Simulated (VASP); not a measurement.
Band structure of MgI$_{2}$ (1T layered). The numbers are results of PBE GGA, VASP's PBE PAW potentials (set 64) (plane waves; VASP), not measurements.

Without a dispersion term in the relaxation, distances and binding between the weakly bound layers, chains or molecules are unreliable, and so is what depends on them. Unless said otherwise, spin-orbit coupling is left out, though it shifts the bands of the heavy elements here.

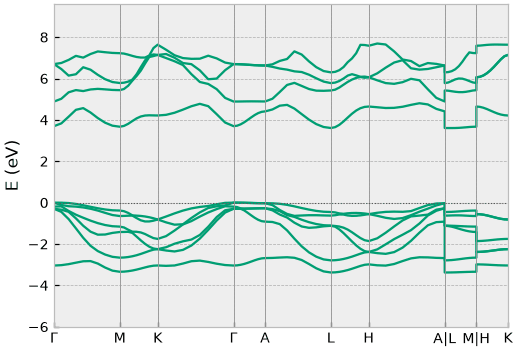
Figure: Bands along high-symmetry lines, zero at the valence-band maximum or, without a gap, the Fermi level

Problem. Read the plot: is there a gap, and where are the band edges?

Solution. The gap is indirect, 3.61 eV, from the valence maximum at Γ to the conduction minimum at L-M at 0.22. (Edges off the drawn lines would not show.)

The compound is MgI2 in the 1T layered structure. It was relaxed first, which changed the volume by +13 %.
